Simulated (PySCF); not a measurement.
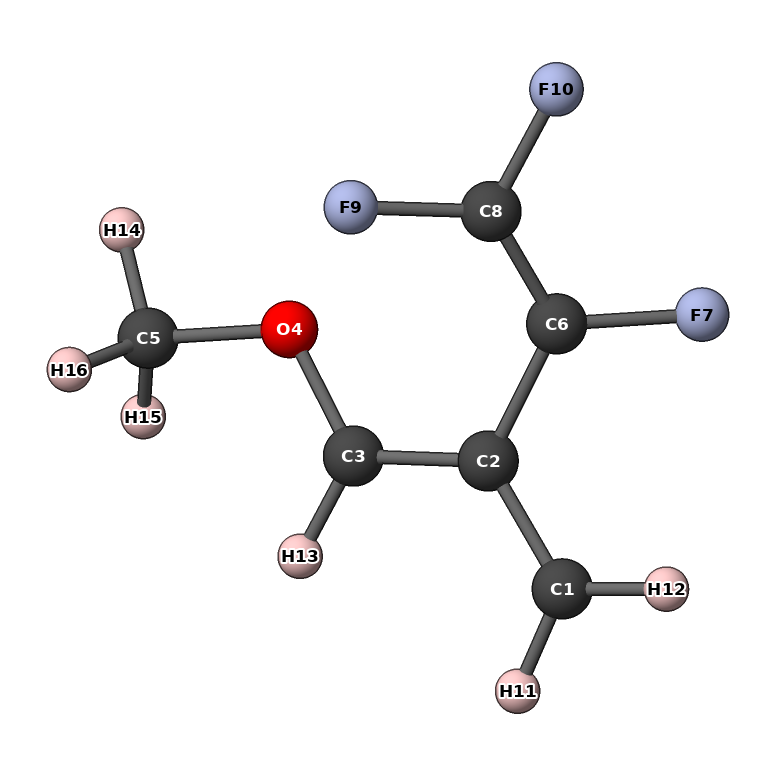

The questions are on Mulliken spin populations. State: neutral, doublet. The geometry was computed by an optimisation with GFN2-xTB. No frequency run is at hand to confirm it as a minimum. Properties computed with UKS B3LYP, pcH-1 on C F H O, non-relativistic (PySCF 2.14.0).

Give the Mulliken spin populations atom by atom.

```
atom  value (e)
  C1       0.67
  C2      −0.23
  C3       0.55
  O4       0.10
  C5      −0.01
  C6       0.03
  F7       0.00
  C8      −0.04
  F9       0.00
 F10       0.00
 H11      −0.03
 H12      −0.03
 H13      −0.03
 H14       0.00
 H15       0.01
 H16       0.01
```

Mulliken values depend strongly on the basis set.
